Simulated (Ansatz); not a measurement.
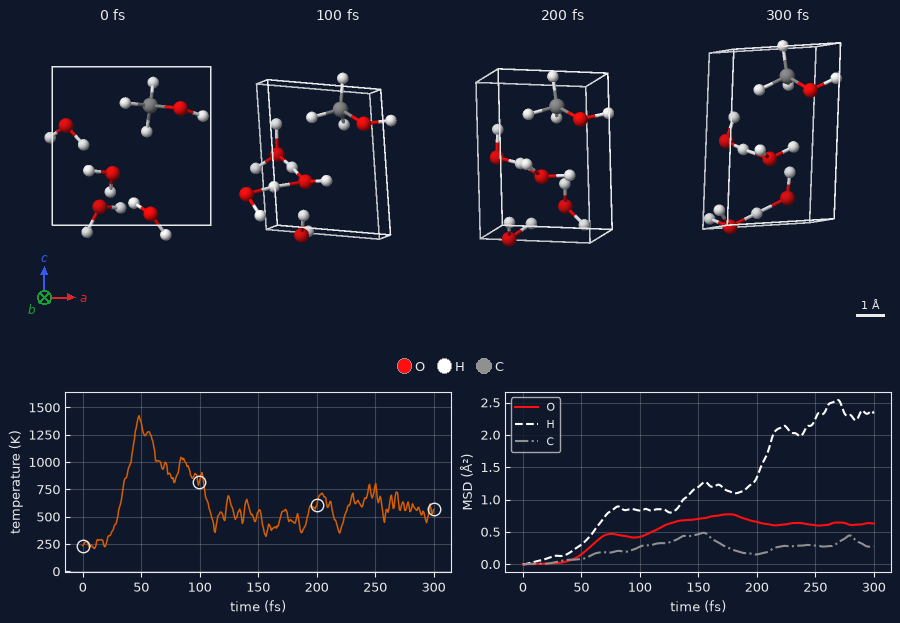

First-principles dynamics of a periodic cell with 4 H2O + 1 CH3OH at 0.924 g/cm³, 300 fs long. It starts from the last geometry of an earlier run, with fresh velocities. Frames and the history of the run. The picture is a ball-and-stick view of the simulation cell, seen along the b axis. Atoms that leave the cell re-enter on the other side.

Theory: DFT LDA, scalar-relativistic, plane waves, PAW in Ansatz 0.2.0. Settings: plane-wave cutoff 420 eV; k-point mesh 1 × 1 × 1; Fermi-Dirac smearing 0.02 eV; Langevin thermostat and barostat (NPT); set temperature 250 K; time step 0.75 fs; friction 0.01 per fs; target pressure 10 GPa.

### What happens in this trajectory?

The mean temperature in the second half is 555 K (standard deviation 106 K). That is above the set 250 K, because the structure releases potential energy faster than the thermostat removes it. The potential energy is still drifting at the end, so the run hasn't reached equilibrium. The potential energy in the second half lies on average 66.2 meV per atom below the first frame. The mean pressure there is 10.2 GPa. The volume ends −52.8 % from the start. In the second half of the run the atoms are, in the root-mean-square, this far from where they began (common drift taken out): H 1.36 Å, O 0.81 Å, C 0.54 Å. The heavy atoms stay within a fraction of a molecule's size of their starting places, while the hydrogen atoms travel further, as molecules turn; so short a run doesn't tell a liquid from a solid. Bond changes: 2 H–O contacts open and close in turn; 8 H–O bonds form between 21 fs and 268 fs; 6 H–O bonds break between 49 fs and 194 fs.

Limits of the set-up: the periodic images lie only 5.7 Å apart, so the values are limited by the cell's size.

Cost: 3.6 min on 1 thread of Arm Neoverse V1, on a shared host, peak memory 0.32 GiB.
